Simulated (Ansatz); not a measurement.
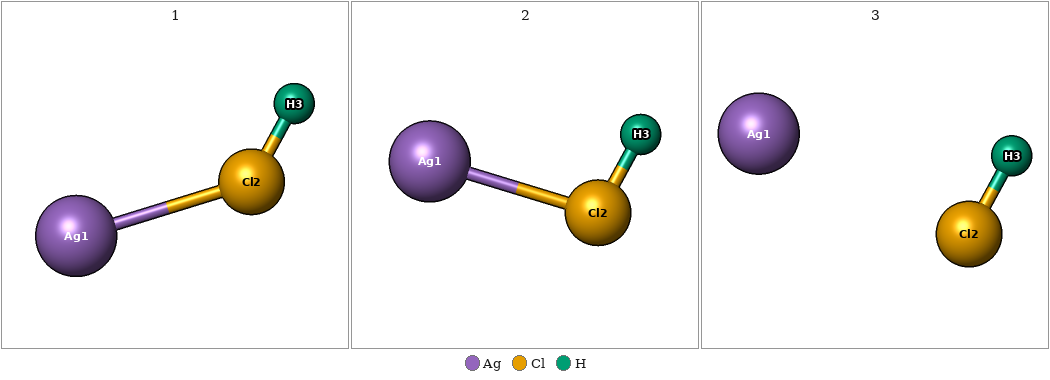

AgClH, charge +1. 
- The turn is about an axis along (−0.48, 0.88, −0.00) in the frame of the relaxed pair, normal to the line between the partners.
- First axis: distance Cl2···Ag1. Second axis: turn of Ag1 about Cl2.
- The scan uses a 15 × 15 grid.
- Energies: kJ/mol, counted from the ion and the molecule far apart, frozen as in the relaxed pair, each in its own basis (no counterpoise correction).
- These are results of RKS B3LYP-D4/def2-TZVPD in Ansatz, not measurements.

The numbered pictures are structures from this grid.

> Which is the most stable, and how do the others follow?

2, at distance Cl2···Ag1 = 2.555 Å, turn of Ag1 about Cl2 = 0.0°: −94 kJ/mol; 1, at distance Cl2···Ag1 = 2.658 Å, turn of Ag1 about Cl2 = 34.3°: −72 kJ/mol; 3, at distance Cl2···Ag1 = 3.389 Å, turn of Ag1 about Cl2 = −8.6°: −51 kJ/mol.

The map, with the structures marked:

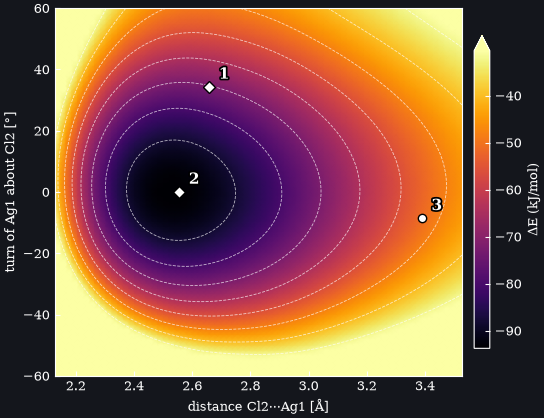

The picture shows a smooth colour map with a few white contour lines, one colour for all values above the top of the scale. Between grid points the surface is interpolated.
